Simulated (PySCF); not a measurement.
**C₅H₄F+: geometry, NMR shifts, spin-spin couplings and electronic excitations**

What NMR shifts, spin-spin couplings and electronic excitations should C₅H₄F+ (`C=Cc1[cH+]c1F`) show?

Programs: PySCF 2.14.0, with density-fitted response routines of our own. Each step states its level of theory. These are calculated values for one molecule in the gas phase, unless marked as measured. Atoms count from 0, in the outputs and in this text.

## 1. Starting geometry

10 atoms, charge 1, multiplicity 1; geometry from: GFN2-xTB.

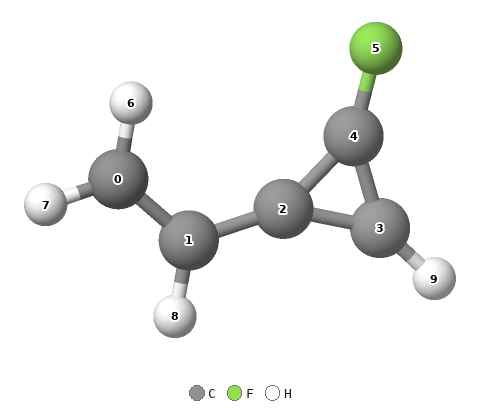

As it starts; carbon grey, fluorine green, hydrogen white, atoms numbered; sticks join atoms by distance.

## 2. Optimising the geometry at PBE0-D3(BJ)/def2-SVP

Job settings and geometry (Å):

```
{"job": {"xc": "PBE0", "basis": "def2-SVP", "d3": "d3bj", "grid": 1, "kind": "geom"}, "charge": 1, "multiplicity": 1}
C     -0.302549     1.848046    -0.000985
C     -0.810084     0.623195    -0.240979
C     -0.049736    -0.537732    -0.049995
C      0.075395    -1.941238    -0.087681
C      1.137077    -1.187961     0.314832
F      2.334181    -1.119826     0.725329
H      0.708750     1.996866     0.349069
H     -0.900157     2.733970    -0.153235
H     -1.826049     0.488605    -0.590333
H     -0.357945    -2.899271    -0.288549
```

The log of the run:

```text
step   0  E = -291.84477842  max force = 0.029582
step   1  E = -291.84557900  max force = 0.007330
step   2  E = -291.84609469  max force = 0.008377
step   3  E = -291.84662460  max force = 0.006503
step   4  E = -291.84667517  max force = 0.002698
step   5  E = -291.84672786  max force = 0.001093
step   6  E = -291.84673011  max force = 0.000281
optimisation converged
```

Wall time 23 s (1 thread, shared host).

The steps of the relaxation:

```tsv
step	energy from step 0 (eV)	largest force component (eV/Å)
0	0.0000	1.5212
1	-0.0218	0.3769
2	-0.0358	0.4308
3	-0.0502	0.3344
4	-0.0516	0.1387
5	-0.0530	0.0562
6	-0.0531	0.0144
```

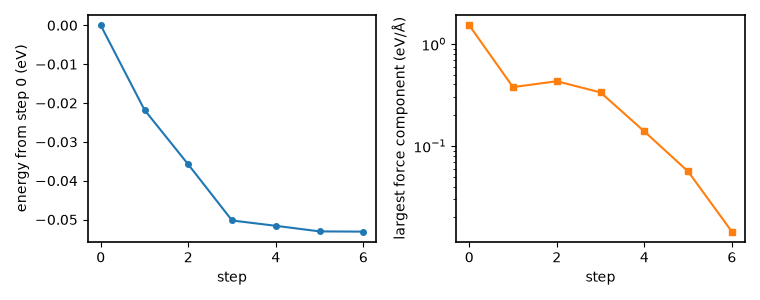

Energy and largest force along the relaxation.

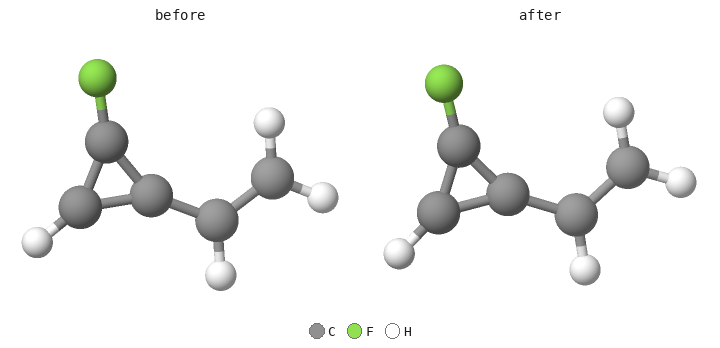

Before and after, at one scale.

Distances of close pairs at the start and the end, largest changes first:

```tsv
bond	before (Å)	after (Å)	change (Å)
C2–C4	1.402	1.378	-0.024
C3–H9	1.070	1.093	+0.022
C1–C2	1.401	1.420	+0.019
C3–C4	1.363	1.347	-0.015
C0–H7	1.079	1.094	+0.014
C0–H6	1.080	1.095	+0.014
C2–C3	1.410	1.399	-0.011
C1–H8	1.083	1.093	+0.010
```

The next job starts from the end point, and lists it.

```tsv
at the end point	value
point group (found at 0.08 Å tolerance)	Cs
rotational constants (GHz, main isotopes)	7.722, 2.564, 1.925
```

## 3. Nuclear shieldings: PBE0/pcSseg-1

Job settings and geometry (Å):

```
{"job": {"kind": "nmr", "xc": "PBE0", "basis": "pcSseg-1"}, "charge": 1, "multiplicity": 1}
C     -0.140844     1.862790     0.041398
C     -0.759894     0.695633    -0.232471
C     -0.071871    -0.533617    -0.054899
C     -0.075640    -1.930124    -0.131306
C      1.027658    -1.286226     0.296743
F      2.215603    -1.329265     0.718941
H      0.891929     1.898940     0.402905
H     -0.659062     2.816776    -0.091780
H     -1.790124     0.651242    -0.594548
H     -0.628824    -2.839807    -0.376719
```

With the program's defaults for keys left out, this is: GIAO PBE0/pcSseg-1 NMR shielding, non-relativistic, gas phase.

The log of the run:

```text
coarse grid: 9000 points
cycle   1  E = -291.9338284635  dE =  1.442e+00  |g| = 4.462e-01  |ddm| = 2.966e+00
cycle   2  E = -291.8897840435  dE =  4.404e-02  |g| = 6.609e-01  |ddm| = 9.922e-01
cycle   3  E = -291.9781037225  dE = -8.832e-02  |g| = 7.546e-02  |ddm| = 5.318e-01
cycle   4  E = -291.9787265303  dE = -6.228e-04  |g| = 4.406e-02  |ddm| = 8.209e-02
cycle   5  E = -291.9791693877  dE = -4.429e-04  |g| = 9.896e-03  |ddm| = 4.840e-02
cycle   6  E = -291.9791941004  dE = -2.471e-05  |g| = 2.262e-03  |ddm| = 1.034e-02
cycle   7  E = -291.9791952434  dE = -1.143e-06  |g| = 6.345e-04  |ddm| = 2.475e-03
final grid: 89136 points
cycle   8  E = -292.0204743897  dE = -1.856e-05  |g| = 4.955e-03  |ddm| = 2.968e-02
cycle   9  E = -292.0204739426  dE =  4.471e-07  |g| = 5.347e-03  |ddm| = 7.764e-03
cycle  10  E = -292.0204806981  dE = -6.755e-06  |g| = 1.129e-03  |ddm| = 4.669e-03
cycle  11  E = -292.0204809267  dE = -2.286e-07  |g| = 7.955e-05  |ddm| = 1.002e-03
cycle  12  E = -292.0204809272  dE = -5.551e-10  |g| = 5.814e-05  |ddm| = 1.058e-04
cycle  13  E = -292.0204809281  dE = -8.243e-10  |g| = 1.015e-05  |ddm| = 5.919e-05
converged SCF energy = -292.0204809281

GIAO shielding tensors (ppm)
atom      isotropic    diamagn.    paramagn.     s11        s22        s33       span
  0 C       -1.747     254.790    -256.537   -131.648    -36.187    162.592    294.240
  1 C       64.173     253.719    -189.546    -41.187     65.341    168.364    209.551
  2 C       22.327     254.159    -231.832   -112.780      9.482    170.278    283.058
  3 C       38.151     257.021    -218.870    -85.180     18.204    181.428    266.607
  4 C       12.941     250.854    -237.913    -50.236     -9.691     98.751    148.987
  5 F      244.033     466.714    -222.681     27.728    176.746    527.623    499.895
  6 H       22.975      29.565      -6.590     18.136     23.350     27.440      9.304
  7 H       22.775      26.550      -3.774     19.150     23.088     26.088      6.938
  8 H       23.836      28.045      -4.209     21.407     23.874     26.227      4.820
  9 H       22.640      29.289      -6.649     21.586     22.584     23.749      2.162
```

It took 7.9 s on 1 thread, shared host.

Shifts follow as δ = σ(reference) − σ, with reference shieldings (ppm) from runs at the same level and on the same kind of geometry: 1H TMS 31.27, 13C TMS 184.4, 19F CFCl3 177.2. The references are single molecules in the gas phase, so shifts against H2O, NH3, PH3, H3PO4 or CFCl3 are not on the usual liquid scales and can be off by tens of ppm.

```tsv
atoms	σ (ppm)	δ (ppm)
C0	-1.7	186.2
C4	12.9	171.5
C2	22.3	162.1
C3	38.2	146.3
C1	64.2	120.2
H9	22.64	8.63
H7	22.78	8.49
H6	22.98	8.29
H8	23.84	7.43
F5	244.0	-66.8
```

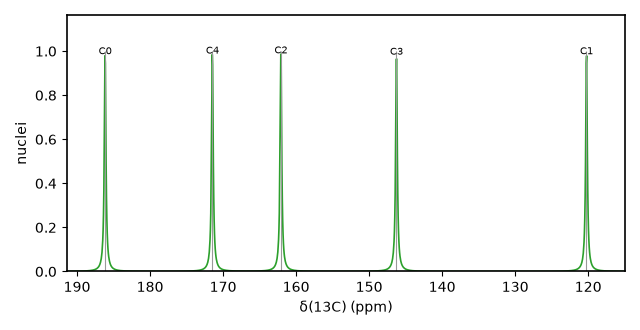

13C lines at the computed shifts, without couplings. Lines are broadened to a width of 0.26 ppm (Lorentzian).

The run also stored atomic charges by several schemes (e):

```tsv
atoms	Mulliken	IAO	Hirshfeld	ESP fit
C0	-0.02	-0.13	0.05	-0.09
C1	-0.15	-0.19	-0.01	-0.29
C2	0.06	0.14	0.12	0.25
C3	0.03	-0.02	0.11	-0.12
C4	0.43	0.44	0.22	0.39
F5	-0.10	-0.12	0.06	-0.03
```

Hirshfeld charges:

```tsv
atom	value (e)
C0	0.05
C1	-0.01
C2	0.12
C3	0.11
C4	0.22
F5	0.06
H6	0.09
H7	0.11
H8	0.09
H9	0.15
```

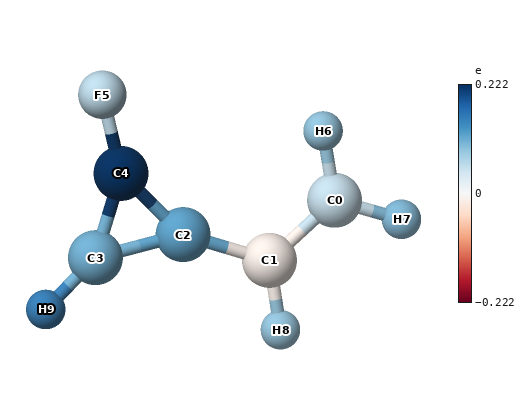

Hirshfeld charges, as colours on the atoms.

Mayer bond orders: C0–C1 1.76, C1–C2 1.17, C2–C3 1.00, C3–C4 1.37, C4–F5 1.18, C4–C2 1.18.

## 4. Spin-spin couplings: B3LYP/pcJ-1

The job, as its differences from that of step 3:

```diff
@@ -1,2 +1,2 @@
-{"job": {"kind": "nmr", "xc": "PBE0", "basis": "pcSseg-1"}, "charge": 1, "multiplicity": 1}
+{"job": {"kind": "j", "xc": "B3LYP", "basis": "pcJ-1"}, "charge": 1, "multiplicity": 1}
 C     -0.140844     1.862790     0.041398
```

Level: B3LYP/pcJ-1 indirect spin-spin coupling, non-relativistic, gas phase.

The log of the run:

```text
coarse grid: 9000 points
cycle   1  E = -292.2907851077  dE =  1.362e+00  |g| = 4.778e-01  |ddm| = 2.830e+00
cycle   2  E = -292.2220108647  dE =  6.877e-02  |g| = 7.598e-01  |ddm| = 9.877e-01
cycle   3  E = -292.3359935166  dE = -1.140e-01  |g| = 8.897e-02  |ddm| = 5.622e-01
cycle   4  E = -292.3366927792  dE = -6.993e-04  |g| = 5.992e-02  |ddm| = 9.211e-02
cycle   5  E = -292.3375370331  dE = -8.443e-04  |g| = 1.083e-02  |ddm| = 5.504e-02
cycle   6  E = -292.3375650641  dE = -2.803e-05  |g| = 2.684e-03  |ddm| = 9.826e-03
cycle   7  E = -292.3375666977  dE = -1.634e-06  |g| = 4.775e-04  |ddm| = 2.299e-03
final grid: 89136 points
cycle   8  E = -292.3877066650  dE = -1.165e-04  |g| = 4.381e-03  |ddm| = 1.369e-02
cycle   9  E = -292.3877050839  dE =  1.581e-06  |g| = 4.963e-03  |ddm| = 6.115e-03
cycle  10  E = -292.3877105138  dE = -5.430e-06  |g| = 1.169e-03  |ddm| = 4.212e-03
cycle  11  E = -292.3877107279  dE = -2.141e-07  |g| = 3.565e-04  |ddm| = 1.128e-03
cycle  12  E = -292.3877107489  dE = -2.102e-08  |g| = 8.665e-05  |ddm| = 2.835e-04
cycle  13  E = -292.3877107508  dE = -1.905e-09  |g| = 1.442e-05  |ddm| = 8.201e-05
cycle  14  E = -292.3877107508  dE = -2.865e-11  |g| = 1.031e-05  |ddm| = 1.658e-05
converged SCF energy = -292.3877107508

Indirect spin-spin couplings (Hz)
  i      j    bonds     total        FC       PSO       DSO        SD
  0 C    1 C    1     69.461    79.127    -9.799     0.134         -
  0 C    2 C    2      1.583     0.710     0.887    -0.014         -
  0 C    3 C    3      6.648     5.871     0.872    -0.096         -
  0 C    4 C    3      3.991     4.266    -0.261    -0.014         -
  0 C    5 F    4      4.786     2.661     0.193    -0.109     2.041
  0 C    6 H    1    175.567   175.885    -0.770     0.452         -
  0 C    7 H    1    184.429   184.785    -0.743     0.387         -
  0 C    8 H    2     -0.938     0.783    -1.140    -0.581         -
  1 C    2 C    1     73.017    76.709    -3.944     0.252         -
  1 C    3 C    2     -2.603    -1.823    -0.700    -0.080         -
  1 C    4 C    2     -5.027    -4.395    -0.577    -0.055         -
  1 C    5 F    3     -1.459    -0.395     0.230    -0.275    -1.020
  1 C    6 H    2     -2.243    -0.638    -1.107    -0.498         -
  1 C    7 H    2      1.640     3.248    -1.119    -0.489         -
  1 C    8 H    1    192.752   191.853     0.150     0.748         -
  1 C    9 H    3      0.287     0.474     0.124    -0.311         -
  2 C    3 C    1     21.487    27.624    -6.300     0.164         -
  2 C    4 C    1     35.111    38.564    -3.725     0.273         -
  2 C    5 F    2    -15.990    -0.069   -14.338    -0.481    -1.102
  2 C    6 H    3     10.328    10.300    -0.097     0.125         -
  2 C    7 H    3     17.676    17.741     0.365    -0.430         -
  2 C    8 H    2      8.036     8.756    -0.523    -0.197         -
  2 C    9 H    2     -1.534    -1.040     0.185    -0.680         -
  3 C    4 C    1     43.519    47.794    -4.507     0.232         -
  3 C    5 F    2    -19.577    -0.840   -20.107    -0.589     1.958
  3 C    6 H    4     -0.557    -0.621     0.372    -0.309         -
  3 C    7 H    4      1.221     1.243     0.340    -0.362         -
  3 C    8 H    3      4.337     4.594    -0.086    -0.171         -
  3 C    9 H    1    266.558   267.523    -1.627     0.662         -
  4 C    5 F    1   -531.866  -454.976   -69.128     0.773    -8.535
  4 C    6 H    4     -0.382    -0.319    -0.244     0.180         -
  4 C    7 H    4     -0.317    -0.271     0.234    -0.280         -
  4 C    8 H    3     12.914    13.067     0.255    -0.409         -
  4 C    9 H    2     -3.419    -3.604     0.854    -0.669         -
  5 F    6 H    5     -1.313    -0.610    -1.009     0.383    -0.078
  5 F    7 H    5     -0.432    -0.287     0.806    -0.941    -0.010
  5 F    8 H    4      4.462     5.436     0.500    -1.468    -0.006
  5 F    9 H    3     -1.075     1.283    -1.377    -1.906     0.925
  6 H    7 H    2     -1.112    -1.165     3.603    -3.550         -
  6 H    8 H    3     18.661    19.128     2.749    -3.216         -
  6 H    9 H    5      0.317     0.400     1.186    -1.269         -
  7 H    8 H    3     11.658    11.994     0.461    -0.796         -
  7 H    9 H    5      0.263     0.353     1.067    -1.158         -
  8 H    9 H    4      1.605     1.663     0.495    -0.553         -
```

It took 19 s on 1 thread, shared host.

A choice of the couplings up to four bonds, sorted by the number of bonds; isotopes 13C, 19F, 1H:

```tsv
pair	bonds	J (Hz)	Fermi contact (Hz)	dihedral (°)
C4–F5	1	-531.9	-455.0	–
C3–H9	1	266.6	267.5	–
C1–H8	1	192.8	191.9	–
C0–H7	1	184.4	184.8	–
C0–H6	1	175.6	175.9	–
C1–C2	1	73.0	76.7	–
C0–C1	1	69.5	79.1	–
C3–C4	1	43.5	47.8	–
C2–C4	1	35.1	38.6	–
C3–F5	2	-19.6	-0.8	–
C2–F5	2	-16.0	-0.1	–
C2–H8	2	8.0	8.8	–
C1–C4	2	-5.0	-4.4	–
C4–H9	2	-3.4	-3.6	–
C1–C3	2	-2.6	-1.8	–
C1–H6	2	-2.2	-0.6	–
C1–H7	2	1.6	3.2	–
C0–C2	2	1.6	0.7	–
H6–H8	3	18.7	19.1	-180
C2–H7	3	17.7	17.7	180
C4–H8	3	12.9	13.1	-179
H7–H8	3	11.7	12.0	0
C2–H6	3	10.3	10.3	0
C0–C3	3	6.6	5.9	-180
C3–H8	3	4.3	4.6	0
C0–C4	3	4.0	4.3	1
C1–F5	3	-1.5	-0.4	0
C0–F5	4	4.8	2.7	–
F5–H8	4	4.5	5.4	–
H8–H9	4	1.6	1.7	–
C3–H7	4	1.2	1.2	–
```

The spin-dipole term was solved for some atoms only; pairs without it lack that part.

Joined with the shifts from before (PBE0/pcSseg-1, unscaled), the couplings predict the line list below for 300 MHz.

1H NMR δ 8.63 (dd, J = 1.6, 1.1 Hz, 1H), 8.49 (dd, J = 11.7, 1.1 Hz, 1H), 8.29 (ddd, J = 18.7, 1.3, 1.1 Hz, 1H), 7.43 (m, 1H).

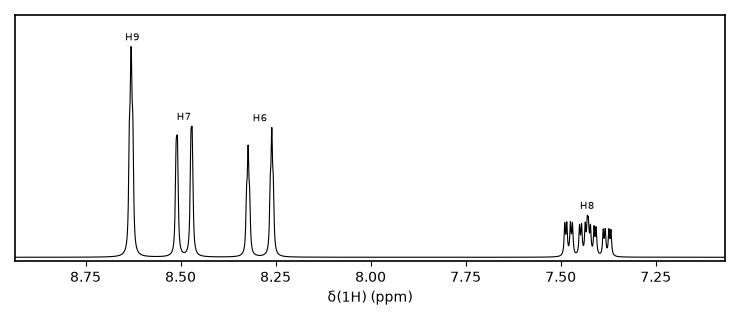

Simulated proton spectrum at 300 MHz, by exact diagonalisation of each spin system; lines 1.2 Hz wide, exchangeable protons uncoupled.

## 5. TDDFT and polarisability: CAM-B3LYP/def2-SVPD

The job, as its differences from that of step 4:

```diff
@@ -1,2 +1,2 @@
-{"job": {"kind": "j", "xc": "B3LYP", "basis": "pcJ-1"}, "charge": 1, "multiplicity": 1}
+{"job": {"kind": "uv", "xc": "CAM-B3LYP", "basis": "def2-SVPD", "ip": true}, "charge": 1, "multiplicity": 1}
 C     -0.140844     1.862790     0.041398
```

Level: TDDFT CAM-B3LYP/def2-SVPD, vertical, gas phase, core orbitals frozen in the response.

The log of the run:

```text
coarse grid: 9000 points
cycle   1  E = -291.9232291528  dE =  1.567e+00  |g| = 4.955e-01  |ddm| = 5.895e+00
cycle   2  E = -291.9292662460  dE = -6.037e-03  |g| = 5.494e-01  |ddm| = 1.429e+00
cycle   3  E = -291.9862431400  dE = -5.698e-02  |g| = 8.325e-02  |ddm| = 7.443e-01
cycle   4  E = -291.9872604841  dE = -1.017e-03  |g| = 2.929e-02  |ddm| = 1.270e-01
cycle   5  E = -291.9874246698  dE = -1.642e-04  |g| = 1.059e-02  |ddm| = 6.040e-02
cycle   6  E = -291.9874524268  dE = -2.776e-05  |g| = 2.207e-03  |ddm| = 2.289e-02
cycle   7  E = -291.9874537802  dE = -1.353e-06  |g| = 7.095e-04  |ddm| = 5.786e-03
final grid: 89136 points
cycle   8  E = -292.0394376770  dE = -2.179e-05  |g| = 2.307e-03  |ddm| = 7.427e-02
cycle   9  E = -292.0394381416  dE = -4.646e-07  |g| = 2.009e-03  |ddm| = 8.562e-03
cycle  10  E = -292.0394391198  dE = -9.782e-07  |g| = 3.282e-04  |ddm| = 3.587e-03
cycle  11  E = -292.0394391402  dE = -2.046e-08  |g| = 1.076e-04  |ddm| = 5.376e-04
cycle  12  E = -292.0394391428  dE = -2.560e-09  |g| = 3.802e-05  |ddm| = 2.391e-04
cycle  13  E = -292.0394391431  dE = -3.538e-10  |g| = 5.139e-06  |ddm| = 6.760e-05
converged SCF energy = -292.0394391431

Static polarisability (au): isotropic 52.801, principal 30.357 50.118 77.927

Singlet excitations
state   eV       nm        f      main configurations
  1   5.8207    213.0   0.52244   H->L 0.98
  2   6.4165    193.2   0.00004   H-1->L 0.96
  3   6.8454    181.1   0.00765   H->L+1 0.99
  4   7.0481    175.9   0.00095   H-2->L 0.87
  5   7.4714    165.9   0.00002   H-1->L+1 0.68, H-3->L+1 0.15
  6   7.7066    160.9   0.00050   H-3->L 0.80
  7   8.4147    147.3   0.00255   H->L+2 0.92
  8   8.5237    145.5   0.00091   H-2->L+1 0.37, H-3->L+1 0.32, H-5->L 0.16
  9   8.8918    139.4   0.01804   H-4->L 0.94
 10   9.3975    131.9   0.00109   H-5->L 0.69

Triplet excitations (Tamm-Dancoff, eV): 3.3861 5.6423 6.0703 6.5619
Vertical ionisation energy (delta-SCF) = 16.0448 eV
Vertical electron affinity (delta-SCF) = 5.8365 eV
```

Wall time 44 s (1 thread, shared host).

The orbitals next to the gap, with their largest atomic shares:

```tsv
orbital	eV	atoms
HOMO−3	-18.53	C3 21 %, C1 16 %, C0 16 %
HOMO−2	-18.08	C0 27 %, C2 20 %, H7 13 %
HOMO−1	-17.21	C1 19 %, C0 13 %, C4 13 %
HOMO	-15.08	C1 37 %, C0 30 %, C2 10 %
LUMO	-6.65	C0 29 %, C2 28 %, C3 17 %
LUMO+1	-5.27	C4 34 %, C3 34 %, F5 12 %
LUMO+2	-3.52	C4 38 %, C2 16 %, C3 16 %
```

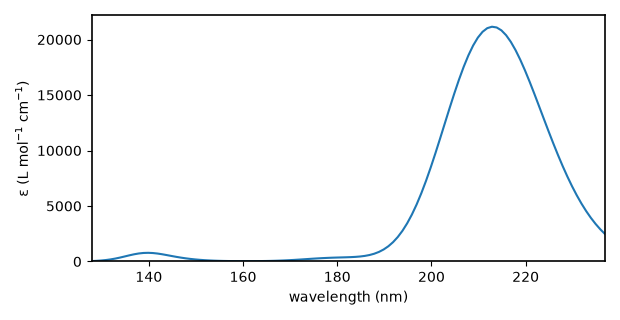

Absorption spectrum: each of the 10 states is a Gaussian band of 0.4 eV half-width at 1/e. Beyond the last state computed it falls off for lack of states.

Further results of this job:

```tsv
property	computed
polarisability (Å³)	7.82
HOMO–LUMO gap (eV)	8.43
−ε(HOMO) (eV)	15.08
```

## 6. NMR shieldings: B3LYP/pcSseg-2

The job, as its differences from that of step 5:

```diff
@@ -1,2 +1,2 @@
-{"job": {"kind": "uv", "xc": "CAM-B3LYP", "basis": "def2-SVPD", "ip": true}, "charge": 1, "multiplicity": 1}
+{"job": {"kind": "nmr", "xc": "B3LYP", "basis": "pcSseg-2", "pop": false}, "charge": 1, "multiplicity": 1}
 C     -0.140844     1.862790     0.041398
```

Level: GIAO B3LYP/pcSseg-2 NMR shielding, non-relativistic, gas phase.

The log of the run:

```text
coarse grid: 9000 points
cycle   1  E = -292.4482687841  dE =  1.377e+00  |g| = 4.875e-01  |ddm| = 2.418e+00
cycle   2  E = -292.3774933867  dE =  7.078e-02  |g| = 7.773e-01  |ddm| = 7.822e-01
cycle   3  E = -292.4951009125  dE = -1.176e-01  |g| = 9.375e-02  |ddm| = 4.831e-01
cycle   4  E = -292.4960725648  dE = -9.717e-04  |g| = 5.682e-02  |ddm| = 7.777e-02
cycle   5  E = -292.4968353179  dE = -7.628e-04  |g| = 1.203e-02  |ddm| = 4.615e-02
cycle   6  E = -292.4968695253  dE = -3.421e-05  |g| = 2.807e-03  |ddm| = 9.216e-03
cycle   7  E = -292.4968712962  dE = -1.771e-06  |g| = 6.269e-04  |ddm| = 2.200e-03
final grid: 89136 points
cycle   8  E = -292.5013495645  dE = -6.340e-05  |g| = 4.158e-03  |ddm| = 2.975e-02
cycle   9  E = -292.5013482233  dE =  1.341e-06  |g| = 4.642e-03  |ddm| = 6.956e-03
cycle  10  E = -292.5013534783  dE = -5.255e-06  |g| = 1.059e-03  |ddm| = 3.941e-03
cycle  11  E = -292.5013537222  dE = -2.438e-07  |g| = 2.230e-04  |ddm| = 1.024e-03
cycle  12  E = -292.5013537288  dE = -6.671e-09  |g| = 1.547e-04  |ddm| = 2.227e-04
cycle  13  E = -292.5013537344  dE = -5.591e-09  |g| = 2.088e-05  |ddm| = 1.025e-04
cycle  14  E = -292.5013537345  dE = -8.208e-11  |g| = 1.001e-05  |ddm| = 2.008e-05
converged SCF energy = -292.5013537345

GIAO shielding tensors (ppm)
atom      isotropic    diamagn.    paramagn.     s11        s22        s33       span
  0 C       -9.346     250.970    -260.315   -141.792    -43.736    157.491    299.282
  1 C       56.383     250.524    -194.141    -51.118     57.934    162.333    213.451
  2 C       12.741     258.575    -245.834   -125.408     -0.765    164.396    289.804
  3 C       31.593     258.973    -227.380    -91.898      9.774    176.902    268.800
  4 C        4.612     258.569    -253.957    -59.875    -17.571     91.282    151.156
  5 F      247.427     461.838    -214.411     35.619    176.069    530.592    494.973
  6 H       23.287      30.272      -6.985     18.520     23.593     27.748      9.228
  7 H       23.128      27.824      -4.695     19.362     23.428     26.593      7.231
  8 H       24.068      29.163      -5.095     21.785     23.681     26.738      4.953
  9 H       22.865      28.389      -5.524     21.945     23.212     23.439      1.494
```

It took 27 s on 1 thread, shared host.

Key values: δ C0 188.5, C4 174.6, C2 166.5, C3 147.6, H9 8.52, H7 8.26 ppm.

## 7. Comparing the runs: NMR shifts

Shifts (ppm) of some atoms, chosen among heavy atoms and hydrogens apart, with basis size and wall time:

```tsv
run	C0	C4	C2	C1	H7	H6	F5	functions	time
PBE0/pcSseg-1	186.2	171.5	162.1	120.2	8.49	8.29	-66.8	122	7.9 s
B3LYP/pcSseg-2	188.5	174.6	166.5	122.8	8.26	8.10	-77.7	272	27 s
```

## 8. What came out

```
                                   quantity                                  value
                                point group                                     Cs
       rotational constants (main isotopes)                   7.72, 2.56, 1.92 GHz
     13C shifts against TMS (PBE0/pcSseg-1)  186.2, 171.5, 162.1, 146.3, 120.2 ppm
      1H shifts against TMS (PBE0/pcSseg-1)             8.63, 8.49, 8.29, 7.43 ppm
   19F shifts against CFCl3 (PBE0/pcSseg-1)                              -66.8 ppm
largest coupling of the table (B3LYP/pcJ-1)               1J(C,F) C4–F5, -531.9 Hz
       lowest singlet (CAM-B3LYP/def2-SVPD)            5.82 eV (213 nm), f = 0.522
                             lowest triplet                                3.39 eV
          vertical ionisation energy (ΔSCF)                               16.04 eV
          vertical electron affinity (ΔSCF)                                5.84 eV
                   range of the shift of F5                     -77.7 to -66.8 ppm
```

**Reading.** The optimisation took 6 steps and gained 0.053 eV; among the close pairs (by a distance rule), C2–C4 changed most, from 1.402 to 1.378 Å. At PBE0/pcSseg-1: The largest span, 500 ppm, is at F5, where the paramagnetic term is -223 ppm. Of the pairs tabulated at B3LYP/pcJ-1, C4–F5 couples most strongly (-531.9 Hz; Fermi contact -455.0 Hz). Couplings across rotatable bonds belong to this one conformer; where others are populated, the observed values are averages. The first singlet state (HOMO→LUMO 0.98) lies at 5.82 eV and is bright. The lowest triplet lies 2.43 eV below the lowest singlet (triplets in Tamm-Dancoff, singlets in full TDDFT). ΔSCF puts the ionisation energy at 16.04 eV, 0.96 eV above −ε(HOMO). Across the 2 runs the shift of F5 moves most, between -77.7 (B3LYP/pcSseg-2) and -66.8 ppm (PBE0/pcSseg-1). Part of that comes from the computed reference.
